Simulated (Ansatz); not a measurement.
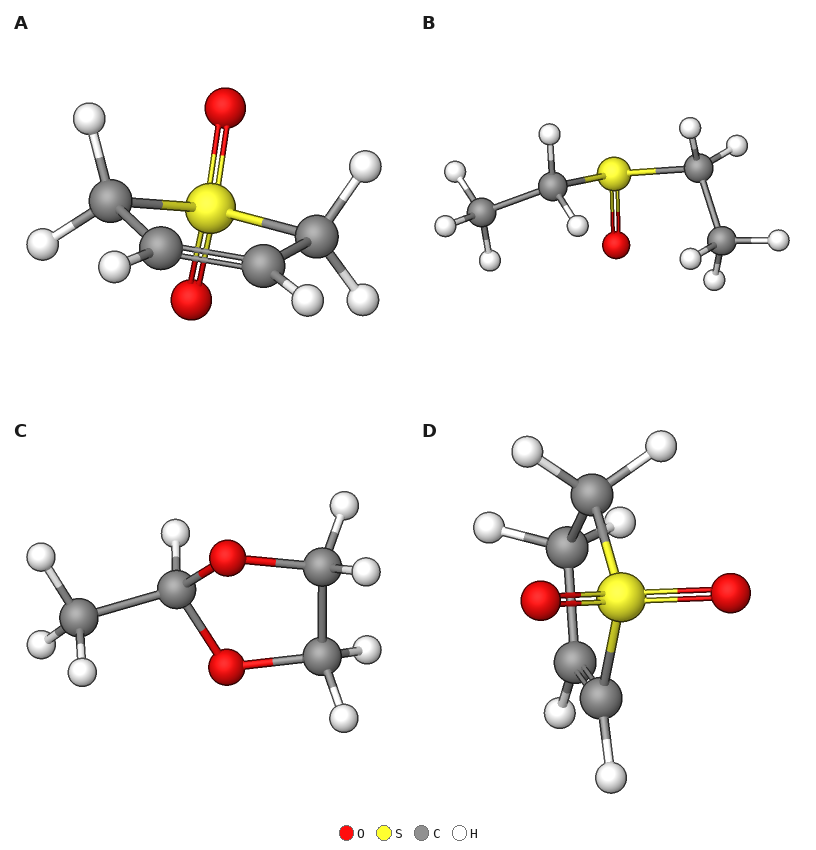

(Drawn from a calculation with Ansatz.)

> Which panel belongs to which SMILES?
(1) O=S1(=O)C=CCC1
(2) CC1OCCO1
(3) CCS(=O)CC
(4) O=S1(=O)CC=CC1

A is (4), B is (3), C is (2), D is (1).
